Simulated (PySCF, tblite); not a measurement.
**C₄H₅NO₃Si: geometry, infrared bands and NMR shifts**

Aim: predict the infrared bands and NMR shifts of C₄H₅NO₃Si (`N#C[C@]([SiH3])(C=O)OC=O`).

Computed with tblite 0.8.0 and PySCF 2.14.0, with density-fitted response routines of our own, on a single molecule in the gas phase. Atoms count from 0, in the outputs and in this text.

### 1 The starting structure

14 atoms, charge 0, multiplicity 1; geometry from: force field or distance geometry start.

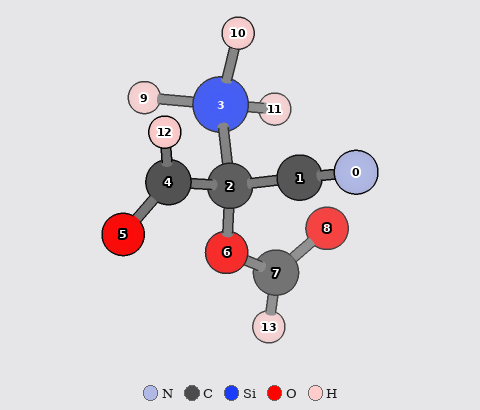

The starting geometry (nitrogen light blue, carbon dark grey, silicon blue, oxygen red, hydrogen pink), atoms numbered.

### 2 Relaxing the molecule with GFN2-xTB

Job settings and geometry (Å):

```
{"job": {"kind": "relax", "xc": "GFN2-xTB", "basis": "xTB"}, "charge": 0, "multiplicity": 1}
N      0.115700    -1.853200     2.051100
C     -0.041200    -1.207500     1.087500
C     -0.218400    -0.430400    -0.115600
Si    -0.717600     1.306000     0.387100
C     -1.355300    -1.071500    -0.882400
O     -1.184000    -1.470000    -2.048900
O      0.945400    -0.369100    -0.890300
C      2.164800     0.152800    -0.463400
O      2.233300     0.608200     0.692300
H     -1.239500     2.075800    -0.748100
H     -1.805100     1.248500     1.417100
H      0.401100     2.033000     1.024800
H     -2.329300    -1.168300    -0.384200
H      3.029400     0.145200    -1.149100
```

Launch:

```sh
OMP_NUM_THREADS=1 python probes_run.py task.json out
```

The driver reads the jobs from task.json and runs them one after another.

What it wrote:

```text
step      E/eV     max force
  0    -758.18860    4.383
  1    -758.12277   11.676
  2    -758.58579    5.114
  3    -758.57105    3.808
  4    -758.78643    0.796
  5    -758.81581    0.635
  6    -758.84871    0.703
  7    -758.87522    0.689
  8    -758.88239    0.454
  9    -758.88881    0.213
 10    -758.89342    0.260
 11    -758.89701    0.231
 12    -758.90086    0.149
 13    -758.90468    0.173
 14    -758.90814    0.201
 15    -758.91122    0.167
 16    -758.91433    0.188
 17    -758.91741    0.170
 18    -758.92012    0.203
 19    -758.92217    0.144
 20    -758.92363    0.087
 21    -758.92493    0.087
 22    -758.92648    0.114
 23    -758.92859    0.134
 24    -758.93126    0.133
 25    -758.93391    0.151
 26    -758.93582    0.105
 27    -758.93705    0.112
 28    -758.93845    0.140
 29    -758.94029    0.128
 30    -758.94206    0.099
 31    -758.94324    0.081
 32    -758.94413    0.181
 33    -758.94511    0.143
 34    -758.94625    0.128
 35    -758.94755    0.141
 36    -758.94810    0.111
 37    -758.94876    0.058
 38    -758.94925    0.051
 39    -758.94963    0.045
 40    -758.94986    0.041
 41    -758.95008    0.041
 42    -758.95030    0.041
 43    -758.95053    0.042
 44    -758.95082    0.055
 45    -758.95124    0.064
 46    -758.95188    0.079
 47    -758.95269    0.090
 48    -758.95341    0.093
 49    -758.95387    0.090
 50    -758.95413    0.052
 51    -758.95435    0.043
 52    -758.95460    0.038
 53    -758.95483    0.042
 54    -758.95504    0.045
 55    -758.95525    0.040
 56    -758.95548    0.059
 57    -758.95573    0.066
 58    -758.95603    0.075
 59    -758.95645    0.089
 60    -758.95716    0.076
 61    -758.95840    0.134
 62    -758.95926    0.292
 63    -758.96308    0.229
 64    -758.96785    0.236
 65    -758.97110    0.405
 66    -758.96131    0.822
 67    -758.98117    0.291
 68    -758.99201    0.235
 69    -758.99358    0.494
 70    -759.00821    0.314
 71    -759.02036    0.263
 72    -759.03926    0.439
 73    -759.05134    0.423
 74    -759.08150    0.459
 75    -759.09365    0.557
 76    -759.09067    0.569
 77    -759.10481    0.543
 78    -759.11017    0.557
 79    -759.11971    0.311
 80    -759.12214    1.349
 81    -759.15025    0.476
 82    -759.15672    0.219
 83    -759.16388    0.443
 84    -759.16806    0.221
 85    -759.17212    0.152
 86    -759.17446    0.248
 87    -759.17832    0.216
 88    -759.18138    0.191
 89    -759.18266    0.147
 90    -759.18482    0.089
 91    -759.18585    0.117
 92    -759.18762    0.144
 93    -759.18953    0.155
 94    -759.19191    0.128
 95    -759.19418    0.134
 96    -759.19608    0.109
 97    -759.19745    0.123
 98    -759.19861    0.083
 99    -759.19991    0.154
100    -759.20153    0.218
101    -759.20522    0.315
102    -759.21038    0.409
103    -759.21803    0.445
104    -759.22647    0.494
105    -759.23104    1.120
106    -759.23447    0.331
107    -759.23284    1.415
108    -759.24573    0.211
109    -759.24959    0.246
110    -759.25298    0.789
111    -759.25885    0.200
112    -759.26175    0.121
113    -759.26544    0.468
114    -759.26819    0.238
115    -759.27166    0.133
116    -759.27250    0.421
117    -759.27631    0.160
118    -759.27880    0.106
119    -759.28078    0.589
120    -759.28511    0.131
121    -759.28744    0.089
122    -759.28820    0.495
123    -759.29160    0.185
124    -759.29283    0.089
125    -759.29546    0.260
126    -759.29709    0.078
127    -759.29811    0.095
128    -759.29930    0.111
129    -759.29978    0.079
130    -759.30025    0.046
131    -759.30066    0.095
132    -759.30112    0.157
133    -759.30158    0.097
134    -759.30186    0.065
135    -759.30206    0.046
136    -759.30231    0.046
137    -759.30255    0.046
138    -759.30275    0.055
139    -759.30288    0.032
140    -759.30296    0.021
141    -759.30301    0.026
142    -759.30307    0.022
143    -759.30315    0.027
144    -759.30324    0.032
145    -759.30335    0.030
146    -759.30345    0.031
147    -759.30353    0.028
148    -759.30357    0.023
149    -759.30359    0.018
150    -759.30361    0.014
151    -759.30363    0.011
152    -759.30364    0.010
153    -759.30365    0.006
```

Wall time 1.8 s (1 thread of Arm Neoverse N1, shared host).

Relaxation path: (not every step is listed) (the energy doesn't fall at every step)

```tsv
step	energy from step 0 (eV)	largest force (eV/Å)
0	0.0000	4.3831
1	0.0658	11.6755
2	-0.3972	5.1135
3	-0.3825	3.8076
4	-0.5978	0.7957
5	-0.6272	0.6346
6	-0.6601	0.7033
7	-0.6866	0.6887
8	-0.6938	0.4540
22	-0.7379	0.1142
36	-0.7595	0.1110
50	-0.7655	0.0520
64	-0.7793	0.2359
78	-0.9216	0.5568
92	-0.9990	0.1445
106	-1.0459	0.3313
120	-1.0965	0.1307
134	-1.1133	0.0649
148	-1.1150	0.0226
149	-1.1150	0.0183
150	-1.1150	0.0140
151	-1.1150	0.0111
152	-1.1150	0.0105
153	-1.1150	0.0064
```

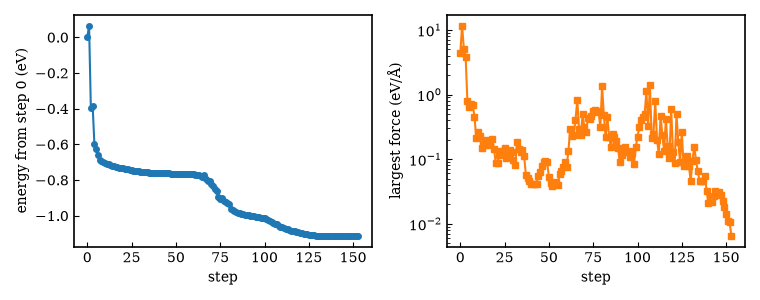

Energy and force, step by step.

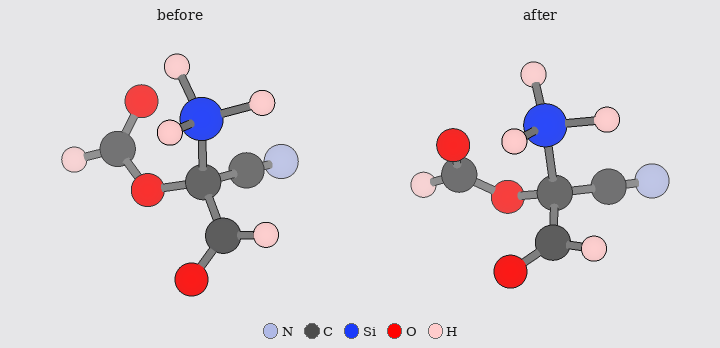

The geometry before (left) and after (right).

Close pairs (by a distance rule), those that changed most:

```tsv
bond	before (Å)	after (Å)	change (Å)
C2–Si3	1.875	2.006	+0.130
O6–C7	1.393	1.294	-0.099
C4–O5	1.245	1.200	-0.044
C7–O8	1.244	1.209	-0.035
C2–O6	1.399	1.433	+0.034
C2–C4	1.514	1.484	-0.030
N0–C1	1.171	1.144	-0.027
Si3–H11	1.479	1.455	-0.024
```

The end geometry stands in the next job.

### 3 Vibrational analysis with GFN2-xTB

Job settings and geometry (Å):

```
{"job": {"kind": "ir", "xc": "GFN2-xTB", "basis": "xTB"}, "charge": 0, "multiplicity": 1}
N     -0.510404    -2.023706     2.289244
C     -0.308382    -1.413760     1.343035
C     -0.072230    -0.629110     0.175852
Si    -0.477443     1.288878     0.600095
C     -1.014643    -0.895268    -0.939452
O     -0.701979    -0.874769    -2.097882
O      1.278162    -0.801469    -0.272038
C      1.809682     0.239113    -0.828149
O      1.330502     1.348772    -0.832657
H     -1.007278     1.996513    -0.550785
H     -1.633030     1.045405     1.492262
H      0.579401     1.766137     1.479025
H     -2.053238    -1.049640    -0.597604
H      2.780201     0.002431    -1.283110
```

What it wrote:

```text
mode    cm-1     km/mol
  1      48.2      0.36
  2     107.5      5.95
  3     127.8      2.23
  4     155.7     16.72
  5     194.3     55.65
  6     215.2     27.48
  7     261.8     10.91
  8     339.2      7.57
  9     350.6      6.54
 10     401.3      5.82
 11     416.0     16.60
 12     510.0     16.46
 13     545.1     12.71
 14     581.0     60.00
 15     602.1     90.97
 16     681.6     61.47
 17     711.8    160.95
 18     754.1     97.43
 19     865.1    103.18
 20     892.1    204.59
 21     923.9     24.54
 22     931.5     39.40
 23     942.8     81.01
 24    1077.5     55.03
 25    1170.9     33.57
 26    1232.1    122.95
 27    1309.2     19.53
 28    1348.2     23.48
 29    1699.5    462.45
 30    1754.8    428.44
 31    2156.9    329.27
 32    2345.2    124.76
 33    2389.3     78.52
 34    2391.8    453.94
 35    2797.2     85.05
 36    2901.1     27.61
```

Wall time 0.82 s (1 thread of Arm Neoverse N1, shared host).

Which atoms move in the most intense modes:

```tsv
cm⁻¹	km/mol	atoms
712	160.9	H9 21 %, H10 19 %, H11 18 %
892	204.6	H11 27 %, H10 22 %, H9 18 %, H12 12 %
1232	123.0	O6 48 %, C7 34 %, H13 11 %
1700	462.4	C7 61 %, O8 36 %
1755	428.4	C4 58 %, O5 40 %
2157	329.3	H10 94 %
2345	124.8	H11 85 %, H9 10 %
2392	453.9	H9 55 %, C1 20 %, N0 13 %
```

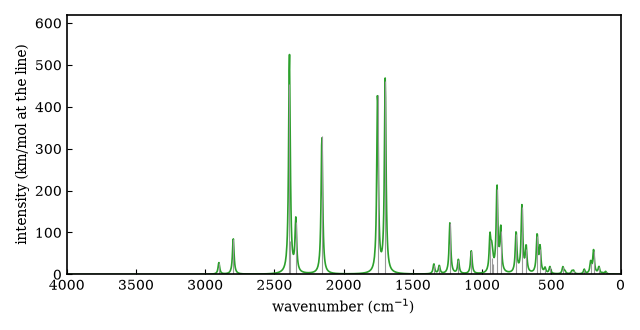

The infrared spectrum from these modes, unscaled. Lines are broadened to a width of 14 cm⁻¹ (Lorentzian).

### 4 Nuclear shieldings: PBE0/pcSseg-1

The job, as its differences from that of step 3:

```diff
@@ -1,2 +1,2 @@
-{"job": {"kind": "ir", "xc": "GFN2-xTB", "basis": "xTB"}, "charge": 0, "multiplicity": 1}
+{"job": {"kind": "nmr", "xc": "PBE0", "basis": "pcSseg-1"}, "charge": 0, "multiplicity": 1}
 N     -0.510404    -2.023706     2.289244
```

Method: GIAO PBE0/pcSseg-1 NMR shielding, non-relativistic, gas phase.

What it wrote:

```text
coarse grid: 13392 points
cycle   1  E = -724.2854694855  dE =  1.771e+00  |g| = 1.161e+00  |ddm| = 3.622e+00
cycle   2  E = -723.1922639655  dE =  1.093e+00  |g| = 2.619e+00  |ddm| = 3.483e+00
cycle   3  E = -724.5340366597  dE = -1.342e+00  |g| = 2.927e-01  |ddm| = 2.800e+00
cycle   4  E = -724.5464225236  dE = -1.239e-02  |g| = 1.506e-01  |ddm| = 2.894e-01
cycle   5  E = -724.5502501636  dE = -3.828e-03  |g| = 4.523e-02  |ddm| = 1.176e-01
cycle   6  E = -724.5506340311  dE = -3.839e-04  |g| = 1.536e-02  |ddm| = 4.384e-02
cycle   7  E = -724.5506800317  dE = -4.600e-05  |g| = 3.678e-03  |ddm| = 1.267e-02
cycle   8  E = -724.5506824900  dE = -2.458e-06  |g| = 1.279e-03  |ddm| = 3.774e-03
final grid: 128240 points
cycle   9  E = -724.6330960206  dE =  1.773e-06  |g| = 1.605e-02  |ddm| = 2.741e-02
cycle  10  E = -724.6329754565  dE =  1.206e-04  |g| = 3.028e-02  |ddm| = 3.236e-02
cycle  11  E = -724.6331388508  dE = -1.634e-04  |g| = 3.473e-03  |ddm| = 2.378e-02
cycle  12  E = -724.6331410008  dE = -2.150e-06  |g| = 5.582e-04  |ddm| = 2.699e-03
cycle  13  E = -724.6331410493  dE = -4.849e-08  |g| = 3.038e-04  |ddm| = 5.850e-04
cycle  14  E = -724.6331410676  dE = -1.834e-08  |g| = 5.845e-05  |ddm| = 2.422e-04
cycle  15  E = -724.6331410683  dE = -6.869e-10  |g| = 1.476e-05  |ddm| = 6.451e-05
converged SCF energy = -724.6331410683

GIAO shielding tensors (ppm)
atom      isotropic    diamagn.    paramagn.     s11        s22        s33       span
  0 N      -59.921     339.796    -399.717   -245.158   -181.227    246.623    491.781
  1 C       69.050     259.438    -190.388    -47.516    -38.301    292.967    340.483
  2 C      110.403     256.009    -145.606     78.974    101.368    150.866     71.891
  3 Si     414.161     878.208    -464.047    348.287    410.000    484.196    135.909
  4 C       -4.043     246.572    -250.615   -102.805     -0.538     91.213    194.017
  5 O     -314.766     397.735    -712.501   -908.726   -422.036    386.462   1295.188
  6 O      120.175     397.422    -277.246    -31.785    168.747    223.563    255.348
  7 C       16.094     249.111    -233.017    -75.711     44.199     79.792    155.503
  8 O      -78.523     404.913    -483.436   -327.496   -176.091    268.017    595.513
  9 H       26.999      29.162      -2.163     23.345     25.952     31.700      8.355
 10 H       27.357      29.765      -2.408     23.472     26.670     31.930      8.459
 11 H       26.742      29.289      -2.547     23.485     26.210     30.530      7.045
 12 H       22.133      28.219      -6.086     20.286     21.398     24.715      4.429
 13 H       23.492      26.202      -2.710     19.620     23.177     27.681      8.061
```

Run time: 62 s. Hardware: 1 thread of Arm Neoverse N1, shared host; peak memory 0.83 GiB.

Shifts follow as δ = σ(reference) − σ, with reference shieldings (ppm) from runs at the same level and on the same kind of geometry: 1H TMS 31.72, 13C TMS 186.9, 29Si TMS 349.2, 15N NH3 267.7, 17O H2O 336.1. The references are single molecules in the gas phase, so shifts against H2O, NH3, PH3, H3PO4 or CFCl3 are not on the usual liquid scales and can be off by tens of ppm. Atoms listed in one row are averaged.

```tsv
atoms	environment	σ (ppm)	δ (ppm)	δ scaled to CDCl3
C4	aldehyde carbonyl carbon	-4.0	191.0	184.5
C7	ester carbonyl carbon	16.1	170.8	164.8
C1	nitrile carbon	69.0	117.9	113.1
C2	fully substituted sp3 carbon bonded to O and Si, α to a carbonyl	110.4	76.5	72.8
H12	hydrogen on an aldehyde carbonyl carbon	22.13	9.58	9.14
H13	hydrogen on an ester carbonyl carbon	23.49	8.22	7.86
H9, H10, H11	hydrogen on a silicon bonded to C	27.03	4.68	–
N0	nitrile nitrogen	-59.9	327.6	–
Si3	silicon bonded to C, 3 H	414.2	-65.0	–
O5	aldehyde oxygen	-314.8	650.8	–
O8	ester carbonyl oxygen	-78.5	414.6	–
O6	ester alkoxy oxygen	120.2	215.9	–
```

The scaled column applies a straight-line fit of computed shieldings to shifts measured in CDCl3 (root-mean-square error 0.16 ppm for H, 1.9 ppm for C).

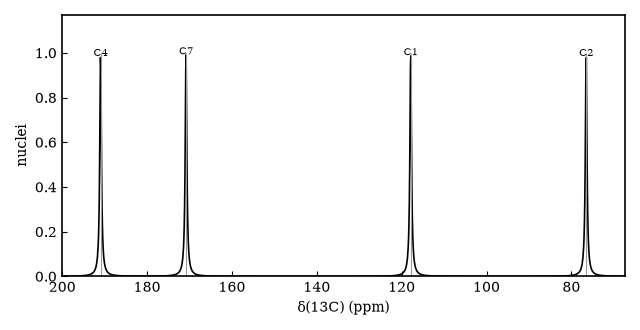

13C lines at the computed shifts, without couplings. Lines are broadened to a width of 0.46 ppm (Lorentzian).

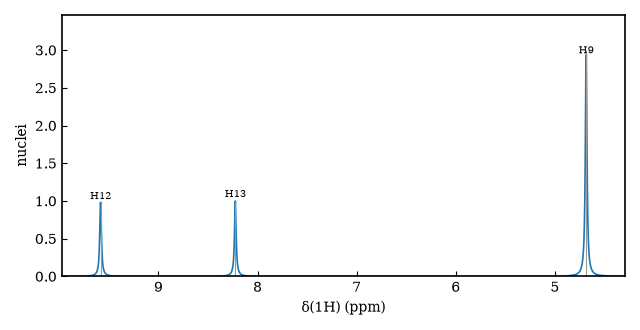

1H lines at the computed shifts, without couplings. Lines are broadened to a width of 0.02 ppm (Lorentzian).

Charges from the same density, by scheme (e):

```tsv
atoms	Mulliken	IAO	Hirshfeld	ESP fit
N0	-0.21	-0.21	-0.19	-0.41
C1	0.23	0.13	0.07	0.26
C2	-0.41	-0.12	0.02	0.23
Si3	0.59	0.64	0.30	0.47
C4	0.36	0.25	0.12	0.34
O5	-0.33	-0.37	-0.21	-0.39
O6	-0.36	-0.28	-0.07	-0.37
C7	0.51	0.42	0.21	0.51
O8	-0.45	-0.43	-0.18	-0.46
```

Hirshfeld charges:

N0 -0.19; C1 0.07; C2 0.02; Si3 0.30; C4 0.12; O5 -0.21; O6 -0.07; C7 0.21; O8 -0.18; H9 -0.07; H10 -0.10; H11 -0.07; H12 0.06; H13 0.09

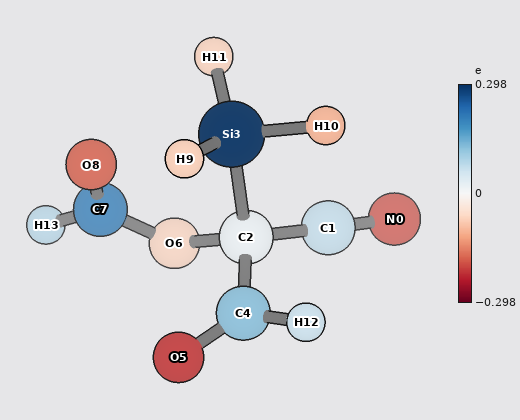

Hirshfeld charges, as colours on the atoms.

Mayer bond orders: N0–C1 3.03, C1–C2 0.98, C2–Si3 0.69, C2–C4 0.93, C4–O5 2.03, C2–O6 0.79, O6–C7 1.20, C7–O8 1.76.

The fields below are evaluated on a grid from the run's orbitals.

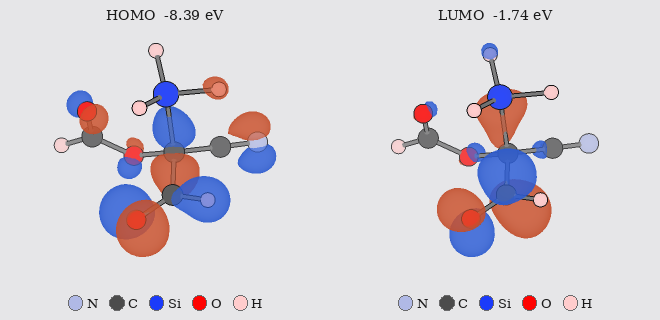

Frontier orbitals at PBE0/pcSseg-1; each surface holds 70 % of the orbital's density, blue and red mark the sign.

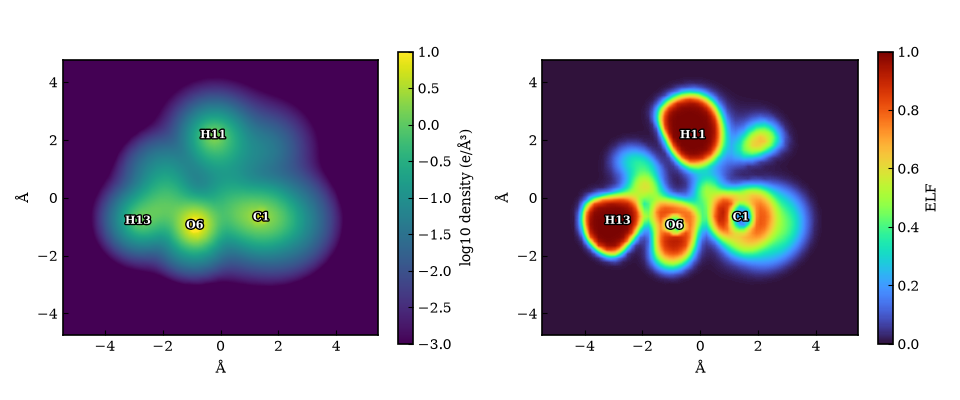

Density (left) and ELF (right) in a plane through or near 4 of the atoms.

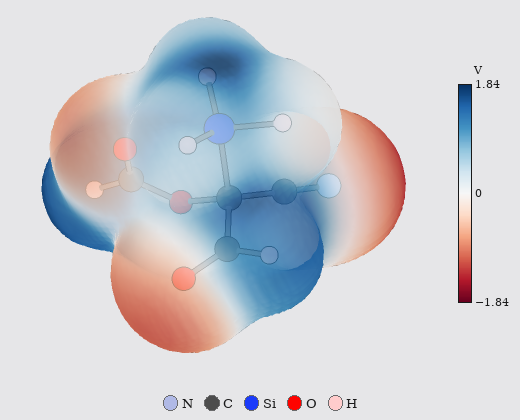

The potential that a unit positive charge feels on the 0.002 e/bohr³ surface, from -1.40 V near N0 to 1.84 V near H13.

### 5 Summary of results

```
                                                              quantity                          value
                             strongest single infrared mode (GFN2-xTB)          1700 cm⁻¹, 462 km/mol
                                          zero-point energy (GFN2-xTB)                  51.7 kcal/mol
                                13C shifts against TMS (PBE0/pcSseg-1)  191.0, 170.8, 117.9, 76.5 ppm
1H shifts against TMS (PBE0/pcSseg-1, means over atoms taken as alike)           9.58, 8.22, 4.68 ppm
                                15N shifts against NH3 (PBE0/pcSseg-1)                      327.6 ppm
                               29Si shifts against TMS (PBE0/pcSseg-1)                      -65.0 ppm
                                17O shifts against H2O (PBE0/pcSseg-1)        650.8, 414.6, 215.9 ppm
                                 surface potential, least and greatest             -1.40 V and 1.84 V
```

What this shows: Relaxing lowered the energy by 1.115 eV in 153 steps; the close pair that moved most is C2–Si3, from 1.875 to 2.006 Å. All 36 modes are real, so the xTB geometry is a minimum. The strongest single mode, at 1700 cm⁻¹, moves mainly C7 and O8. Unscaled tight-binding wavenumbers are off by several per cent, some by more. Its intensities can rank the bands wrongly. C4 (aldehyde carbonyl carbon) lies farthest downfield among carbon, at 191.0 ppm; low-lying n→π* states of the double bond to the heteroatom give a large paramagnetic term (-251 ppm). H12 (hydrogen on an aldehyde carbonyl carbon) lies farthest downfield among hydrogen, at 9.58 ppm; the formyl region, downfield of aromatic protons. At PBE0/pcSseg-1: Shielding is most anisotropic at O5 (span 1295 ppm, paramagnetic term -713 ppm). By nearest atom (PBE0/pcSseg-1), the HOMO sits on O5 47 %; C2 14 % and the LUMO on C4 39 %; O5 29 %.
